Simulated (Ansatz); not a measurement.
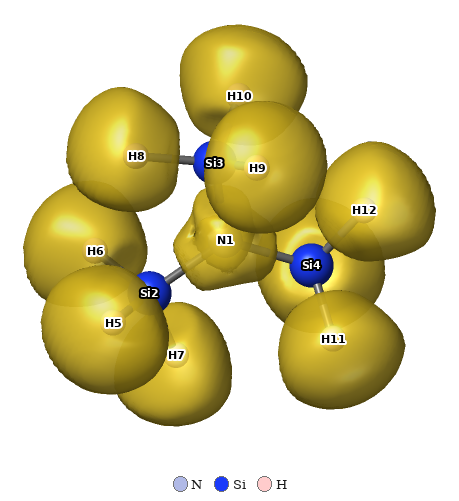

H$_{9}$NSi$_{3}$ (SMILES [SiH3]N([SiH3])[SiH3]). Isosurface of the electron localisation function at 0.75 (yellow), seen at a tilt. Only the valence region is drawn (cores and ρ < 0.01 e/Å³ removed).

Geometry: PBE0-D3(BJ)/def2-SVP.

All numbers below come from isolated molecule in a Gaussian basis; Kohn-Sham density functional theory, functional PBE0 in Ansatz 0.2.0.

```tsv
atom	x (Å)	y (Å)	z (Å)
N	-1.2297	-0.6030	-0.9660
Si	-2.3979	-1.6238	-1.7841
Si	0.3445	-1.2442	-0.5343
Si	-1.6358	1.0587	-0.5796
H	-1.8804	-2.1067	-3.1007
H	-2.7578	-2.8180	-0.9602
H	-3.6229	-0.7978	-2.0118
H	0.3821	-2.6669	-0.9920
H	1.4486	-0.4860	-1.1981
H	0.5716	-1.1979	0.9423
H	-1.9424	1.8508	-1.8097
H	-0.4482	1.6555	0.1048
H	-2.8183	1.1390	0.3312
```

Question: Identify the bonds, lone pairs and shells in this picture.

Answer: The surface consists of nine regions around hydrogen nuclei and one region on N in which the atom's valence shell and bonds are merged. Profiles from the grid: Si–N (1.75 Å): the ELF peaks at about 0.90 between the atoms (a shared but strongly polarised pair). Si–H (1.49 Å): the ELF climbs to about 1 towards the hydrogen, as it does in any bond to H.
